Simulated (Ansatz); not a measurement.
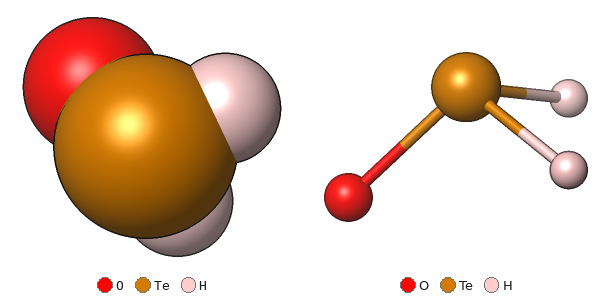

Both panels show the same species.

The geometry was computed by an optimisation with PBE0-D4/def2-TZVP. No frequency run is at hand to confirm it as a minimum.

> Give the formula.

H2OTe, 4 atoms: 2 hydrogen, 1 oxygen and 1 tellurium.

> Count the bonded pairs by element.

2 Te–H, 1 O–Te. Sticks follow a distance rule.

> How many atoms are distinct by symmetry?

3: 1 O, 1 Te, 2 H.

> What is the point group of this geometry?

Cs.

More results for the same structure follow; atom numbers are the same in all pictures, views and colours differ.

**Geometry**

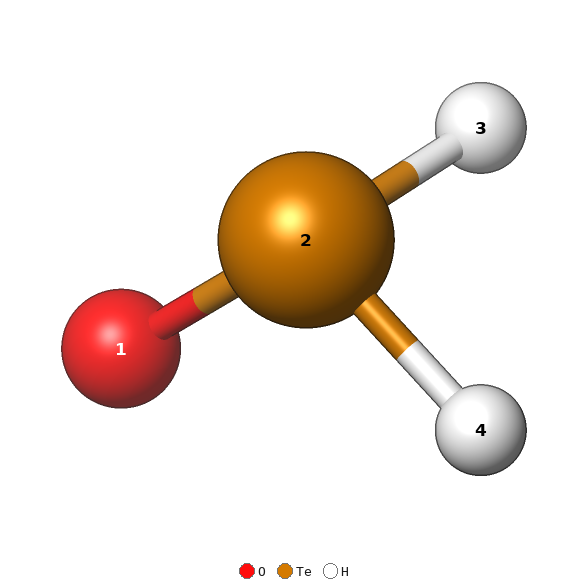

No frequency run is at hand to confirm it as a minimum.

> Describe the coordination of atom 2.

Te2 has 3 neighbours (O1 at 1.80, H3 at 1.70, H4 at 1.70 Å); the arrangement is trigonal pyramidal.

**Electronic properties**

No frequency run is at hand to confirm it as a minimum. Level of theory: RKS PBE0-D4/def2-TZVPP, core potentials on Te (Ansatz 0.2.0).

What does the calculation give?

- HOMO energy (Kohn–Sham orbital): −7.18 eV
- LUMO energy (Kohn–Sham orbital): −1.05 eV
- HOMO–LUMO gap: 6.13 eV

**Charges**

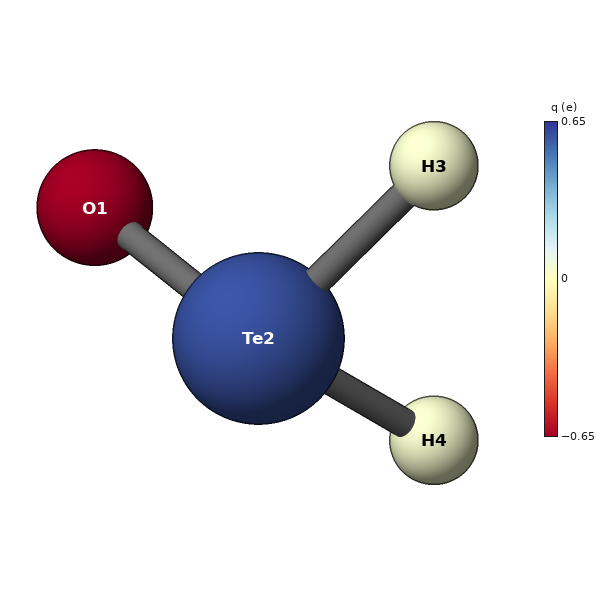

Atoms are coloured by their Mulliken charges. No frequency run is at hand to confirm it as a minimum. Level of theory: RKS PBE0-D4/def2-TZVP, core potentials on Te (Ansatz 0.2.0).

Give the Mulliken charges atom by atom.

```json
{"atom": "O1", "value (e)": "−0.65"}
{"atom": "Te2", "value (e)": "0.59"}
{"atom": "H3", "value (e)": "0.03"}
{"atom": "H4", "value (e)": "0.03"}
```

**Dipole moment**

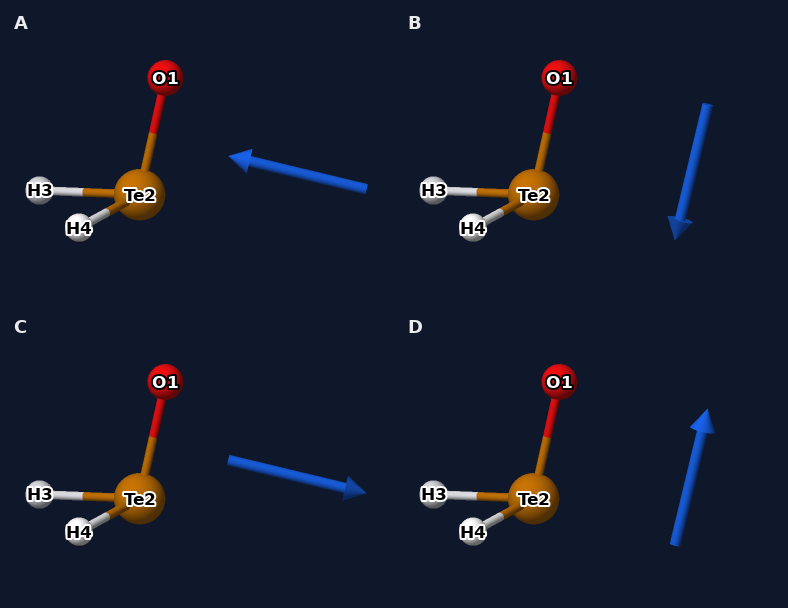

The same molecule four times, each with an arrow. No frequency run is at hand to confirm it as a minimum. Method: RKS PBE0-D4/def2-TZVP, core potentials on Te (Ansatz 0.2.0).

> Which arrow points along the dipole moment, from the negative to the positive end?

B. The dipole moment is 4.18 D; it points from the side of O1 to the side of H3, H4 (the outermost atoms at the two ends).

Mulliken values depend strongly on the basis set and can even reverse the polarity of a bond.
